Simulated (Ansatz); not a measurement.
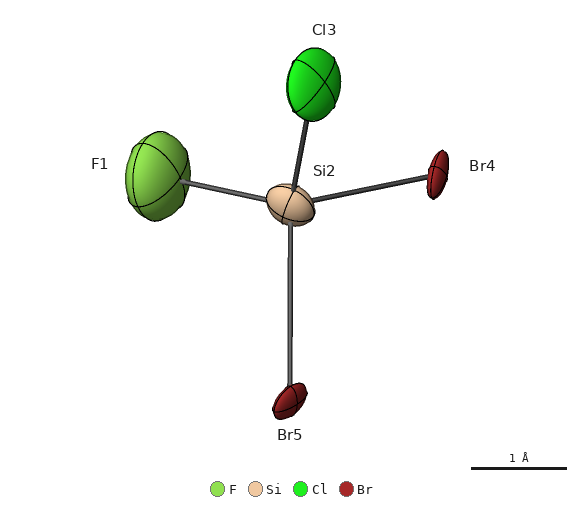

Displacement ellipsoids at the 50 % level, enlarged 3 times, from the internal vibrations of the free molecule (harmonic, no overall translation or rotation; no half-axis is drawn under 0.075 Å). Vibrations computed with RKS PBE0-D4/def2-TZVP (Ansatz 0.2.0). Temperature: 400 K.

### Which atom has the largest mean-square displacement?

F1, with U_eq = 0.0081 Å².

List U_eq and the three principal root-mean-square amplitudes for each kind of atom.

```json
{"atom": "F1", "U_eq (Å²)": "0.0081", "rms amplitudes (Å)": "0.060, 0.099, 0.104"}
{"atom": "Si2", "U_eq (Å²)": "0.0027", "rms amplitudes (Å)": "0.041, 0.055, 0.058"}
{"atom": "Cl3", "U_eq (Å²)": "0.0052", "rms amplitudes (Å)": "0.035, 0.075, 0.094"}
{"atom": "Br4, Br5", "U_eq (Å²)": "0.0019", "rms amplitudes (Å)": "0.021, 0.039, 0.060"}
```
